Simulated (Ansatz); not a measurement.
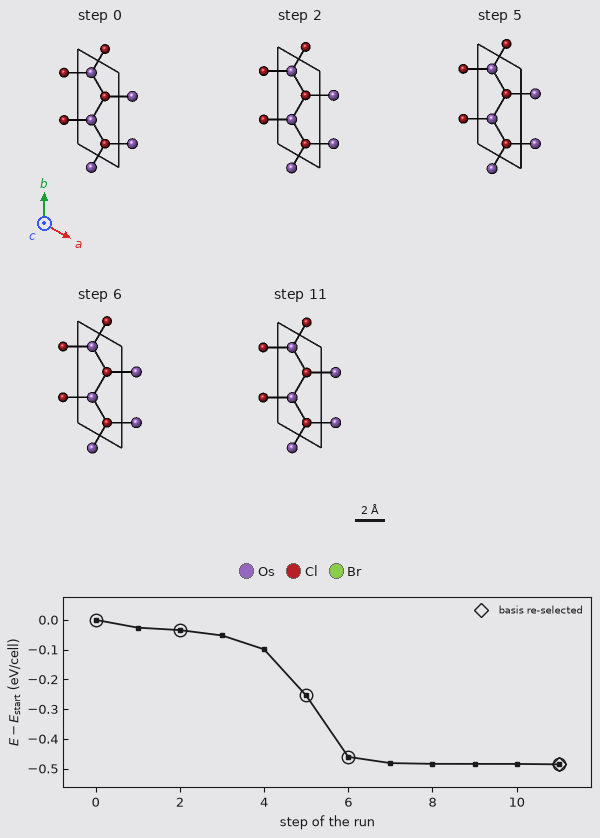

Frames of a relaxation of a slab of composition OsBrCl, marked on the history of the run. Style: ball-and-stick. Shown: the 1 × 2 repeat of the cell, outlined in the plane, without the vacuum, along the c axis.

Theory: DFT, PBE, plane waves, PAW (Ansatz 0.2.0).

The input:
```yaml
crystal:
  lattice:
    - [3.36001614, 0.0, 0.0]
    - [-1.68000807, 2.9098593344, 0.0]
    - [0.0, 0.0, 18.0]
  atoms:
    - { symbol: Os, position: [0.3333333333, 0.6666666667, 0.5] }
    - { symbol: Cl, position: [0.6666666667, 0.3333333333, 0.5911290467] }
    - { symbol: Br, position: [0.6666666667, 0.3333333333, 0.4088709533] }
  periodic: [true, true, false]
kpoints:
  mp_grid: { grid: [12, 12, 1] }
hamiltonian:
  xc: pbe
scf:
  occupations: { method: fermi_dirac, width: 0.02 }
relax:
  f_tol: 0.005
  cell: {}
```

Command:
```bash
ansatz run input.yaml --threads 4 --pin off --max-ram 5529MiB --backend cpu --events-out ev --progress --plain --runs-dir out
```

What happens along the run?

Over 10 accepted moves (11 points after the start) the energy falls by 0.486 eV per cell of the calculation. The largest force component goes from 0.34 to 0.0014 eV/Å. The SCF was repeated once at an unchanged geometry on a basis and grid sized afresh for the cell, which shifted the energy by 1.4 meV per cell of the calculation at most. The largest move relative to the cell and the layer's centre is that of Os1, 0.21 Å along the normal (−c). By element the largest moves are Os 0.21 Å, Br 0.20 Å, Cl 0.01 Å. In the plane the drawn cell goes a 3.360 → 3.561 Å (+6.0 %), b 6.720 → 7.122 Å (+6.0 %). Near-neighbour distances that change, for instance: Os1–Cl2 2.540 → 2.770 Å, Os1–Br3 2.540 → 2.398 Å. Among the angles between lasting bonds that change: Os1–Br3–Os1 82.8° → 95.9°, Br3–Os1–Br3 82.8° → 95.9°, Cl2–Os1–Br3 80.4° → 73.0°. The program noted that it reset the height of the cell. The run took 27 s on 4 threads of Arm Neoverse V2, with other jobs on the host, peak memory 0.59 GiB. From step 0 to 2: energy −34.4 meV per cell of the calculation. From step 2 to 5: Br3 moves most (0.13 Å), energy −0.220 eV per cell of the calculation. From step 5 to 6: Br3 moves most (0.09 Å), energy −0.206 eV per cell of the calculation. From step 6 to 11: Cl2 moves most (0.05 Å), energy −25.2 meV per cell of the calculation.
